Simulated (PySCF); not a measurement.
# Excited-state calculation, with input and output: C2H10GeO2Si2

The run: excited-state calculation of C2H10GeO2Si2. Method and program: TDDFT B3LYP/def2-SVPD, vertical, gas phase, core orbitals frozen in the response (PySCF 2.14.0).

The geometry comes from this level: PBE0-D3(BJ)/def2-SVP. It belongs to a series of runs on one base structure; here: H on Si replaced by OCOCH3.

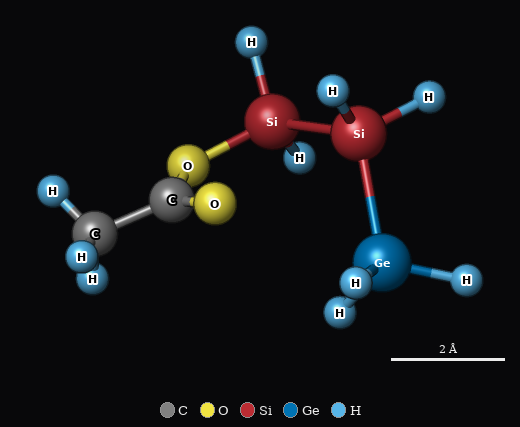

**Figure 1.** The input geometry (ball-and-stick view, seen at a tilt). Sticks mark near contacts.

Summary:

- outcome: converged
- total energy: −2888.209644 hartree
- HOMO: −7.65 eV
- LUMO: −0.58 eV
- dipole moment: 2.00 D
- mean polarisability: 124.06 a.u.
- vertical ionisation energy: 9.50 eV
- lowest singlet excitation: 5.73 eV
- hardware: 1 CPU thread, shared host
- wall time: 8.3 min
- peak memory: 1.3 GiB

Remarks:

Spin–orbit coupling is left out, which matters for the heavy atoms.

Input:
```
{"job": {"kind": "uv", "xc": "B3LYP", "basis": "def2-SVPD", "ip": true, "dynamic": true}, "charge": 0, "multiplicity": 1}
C      2.842356    -0.379821    -0.837959
C      1.523927    -0.101173    -0.184787
O      0.854892     0.883175    -0.393321
O      1.156053    -1.070611     0.653435
Si    -0.308339    -1.081465     1.565367
Si    -1.664294     0.761617     1.083947
Ge    -2.188626     0.836784    -1.240685
H      2.747334    -1.274943    -1.470888
H      3.148354     0.477878    -1.446574
H      3.599179    -0.604735    -0.073326
H     -0.969553    -2.369640     1.205509
H      0.126257    -1.152072     2.991377
H     -1.030852     2.022363     1.569649
H     -2.920097     0.546960     1.882455
H     -1.601668     2.094704    -1.897658
H     -3.717406     0.831989    -1.451758
H     -1.614697    -0.409125    -1.943718
```

The first line tells a small driver script what to run in PySCF; the rest is the geometry in Å.

Command:
```bash
OMP_NUM_THREADS=1 python <driver script> task.json out
```

Log:
```
coarse grid: 65680 points
cycle   1  E = -2888.0212273290  dE = -3.085e-02  |g| = 1.030e+00  |ddm| = 5.397e+00
cycle   2  E = -2887.5670659197  dE =  4.542e-01  |g| = 1.839e+00  |ddm| = 3.819e+00
cycle   3  E = -2888.1886527315  dE = -6.216e-01  |g| = 3.322e-01  |ddm| = 2.898e+00
cycle   4  E = -2888.2077013486  dE = -1.905e-02  |g| = 1.032e-01  |ddm| = 3.942e-01
cycle   5  E = -2888.2093561929  dE = -1.655e-03  |g| = 4.388e-02  |ddm| = 1.343e-01
cycle   6  E = -2888.2097014026  dE = -3.452e-04  |g| = 3.720e-03  |ddm| = 5.110e-02
cycle   7  E = -2888.2097043487  dE = -2.946e-06  |g| = 9.441e-04  |ddm| = 7.060e-03
final grid: 135448 points
cycle   8  E = -2888.2096435848  dE =  1.318e-07  |g| = 1.555e-03  |ddm| = 1.013e-02
cycle   9  E = -2888.2096421108  dE =  1.474e-06  |g| = 3.199e-03  |ddm| = 5.481e-03
cycle  10  E = -2888.2096440878  dE = -1.977e-06  |g| = 3.925e-04  |ddm| = 3.415e-03
cycle  11  E = -2888.2096441248  dE = -3.705e-08  |g| = 3.746e-05  |ddm| = 5.656e-04
cycle  12  E = -2888.2096441251  dE = -2.510e-10  |g| = 8.526e-06  |ddm| = 6.661e-05
```

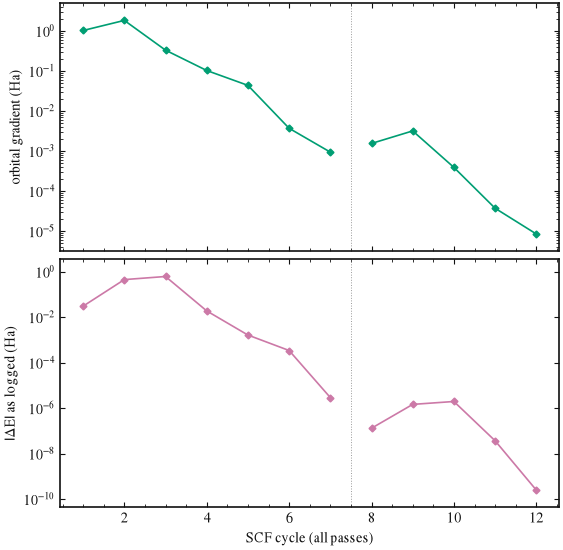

**Figure 2.** Convergence of the self-consistent field: orbital gradient and size of the energy change against the SCF cycle. The dotted line marks the change from a coarse to the final integration grid. The first 7 cycles use a coarse grid, the final grid takes over at cycle 8, and the field converges after 12 cycles in all.

```
converged SCF energy = -2888.2096441251

Static polarisability (au): isotropic 124.056, principal 104.419 127.040 140.709

Singlet excitations
state   eV       nm        f      main configurations
  1   5.7312    216.3   0.00135   H-1->L+1 0.62, H-2->L+1 0.17, H->L+1 0.15
  2   6.2403    198.7   0.05281   H->L 0.76, H->L+2 0.11, H->L+1 0.08
  3   6.2677    197.8   0.00534   H->L+1 0.71, H-1->L+1 0.18
  4   6.5034    190.6   0.02159   H-1->L 0.84
  5   6.5645    188.9   0.11419   H->L+2 0.77, H->L 0.11
  6   6.8314    181.5   0.03268   H->L+3 0.71, H->L+4 0.09
  7   6.8467    181.1   0.01007   H-2->L+1 0.72, H-1->L+1 0.12
  8   6.8908    179.9   0.01616   H-1->L+2 0.88
  9   6.9797    177.6   0.00262   H-2->L 0.67, H->L+4 0.13, H->L+3 0.11
 10   7.0080    176.9   0.16290   H->L+4 0.54, H-2->L 0.17, H-1->L+3 0.08

Triplet excitations (Tamm-Dancoff, eV): 5.2746 5.6831 5.9255 6.0158
Vertical ionisation energy (delta-SCF) = 9.5043 eV
```

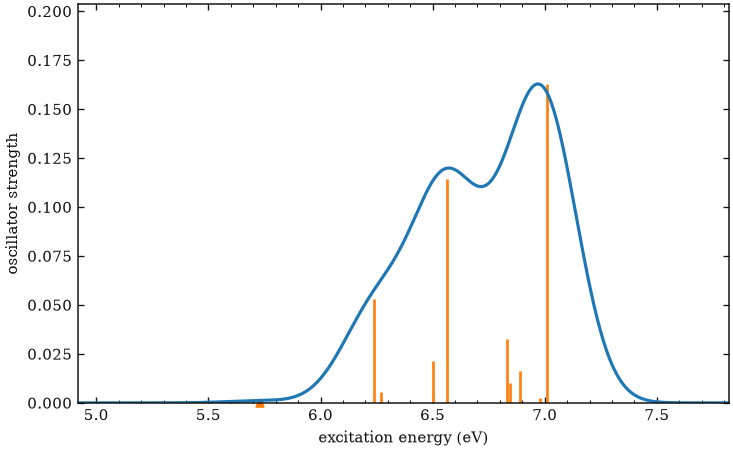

**Figure 3.** Computed excitations as sticks (degenerate states added up, dark ones marked on the axis), with a Gaussian envelope of 0.35 eV full width at half maximum, scaled to the tallest. Of the 10 states the lowest lies at 5.73 eV (f = 0.001); the strongest line is at 7.01 eV, or 177 nm (f = 0.163).

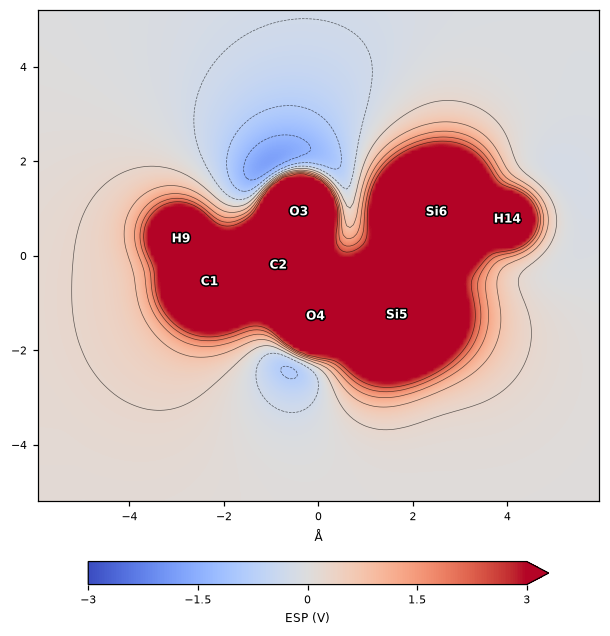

**Figure 4.** Molecular electrostatic potential on the plane of atoms C1, C2 and O4. The section cuts through C, O, Si and H sites.

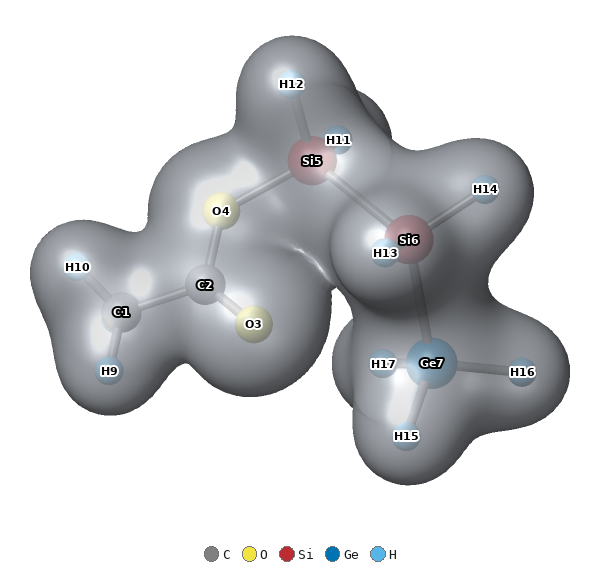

**Figure 5.** Isosurface of the electron density at 0.1 e/Å³ (grey), seen face on. At this value the surface is in one piece. On the grid the lowest density along these lines, outside the cores, is 2.9 e/Å³ (C–O, 1.21 Å), 1.8 e/Å³ (C–C, 1.50 Å), 0.75 e/Å³ (Si–O, 1.73 Å) and 0.63 e/Å³ (Si–Si, 2.34 Å).
